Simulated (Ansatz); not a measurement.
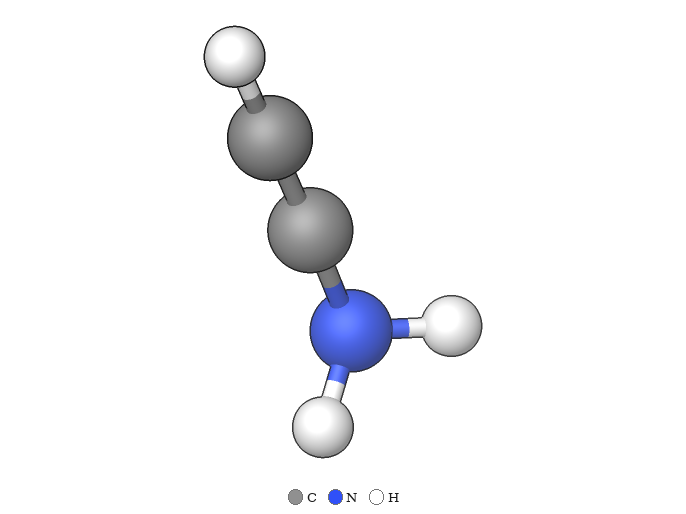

A ball-and-stick model of a molecule.

The geometry was computed by an optimisation with PBE0-D4/def2-TZVP. No frequency run is at hand to confirm it as a minimum.

Describe the molecule.

It has 6 atoms: 2 carbon, 3 hydrogen and 1 nitrogen (C2H3N). Coordination, clear cases only: 2 C linear.

More results for the same structure follow; atom numbers are the same in all pictures, views and colours differ.

### Electronic properties

No frequency run is at hand to confirm it as a minimum. Properties computed with RKS PBE0-D4/def2-TZVPP (Ansatz 0.2.0).

Give the HOMO–LUMO gap at this level.

Answer. 7.34 eV.

What is the HOMO energy (Kohn–Sham orbital)?

Answer. −6.53 eV.

### Charges

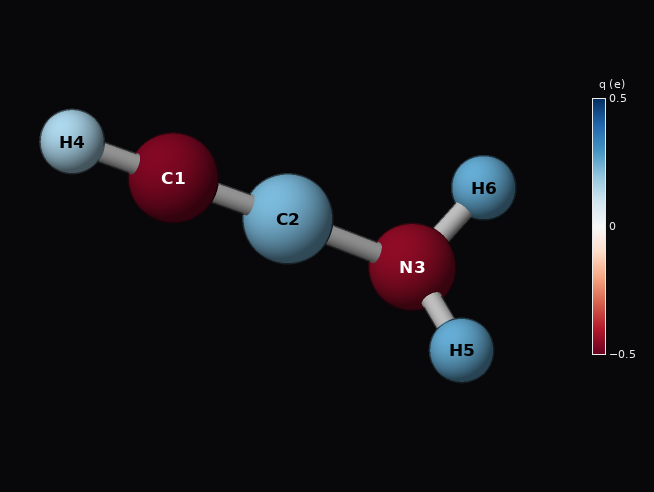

Atoms are coloured by their Mulliken charges. No frequency run is at hand to confirm it as a minimum. Method: RKS PBE0-D4/def2-TZVP (Ansatz 0.2.0).

List the Mulliken charges.

| atom | value (e) |
| --- | --- |
| C1 | −0.47 |
| C2 | 0.23 |
| N3 | −0.45 |
| H4 | 0.17 |
| H5 | 0.26 |
| H6 | 0.26 |

### Dipole moment

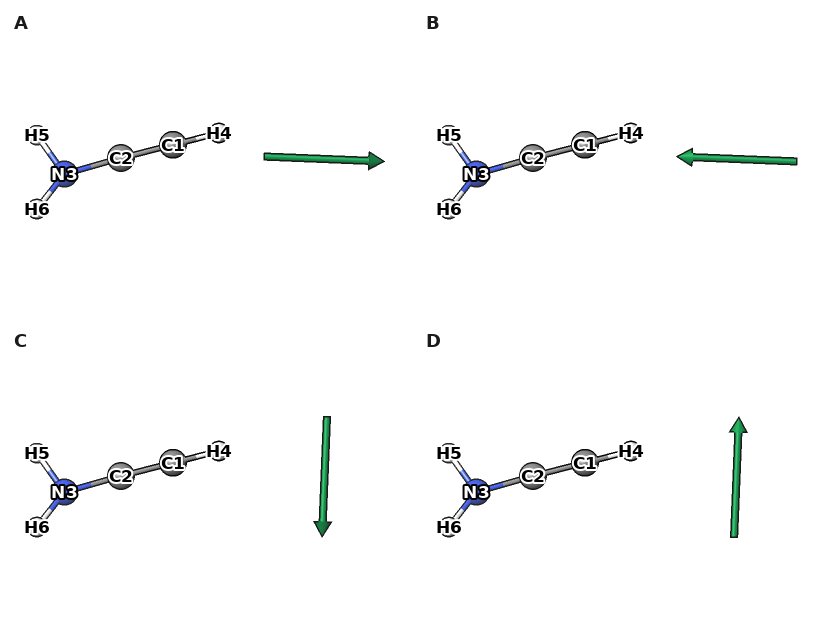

The same molecule four times, each with an arrow. No frequency run is at hand to confirm it as a minimum. Level of theory: RKS PBE0-D4/def2-TZVP (Ansatz 0.2.0).

Which arrow points along the dipole moment, from the negative to the positive end?

Answer. B. The dipole moment is 1.88 D; it points from the side of H4 to the side of H5, H6 (the outermost atoms at the two ends).

Mulliken values depend strongly on the basis set and can even reverse the polarity of a bond.
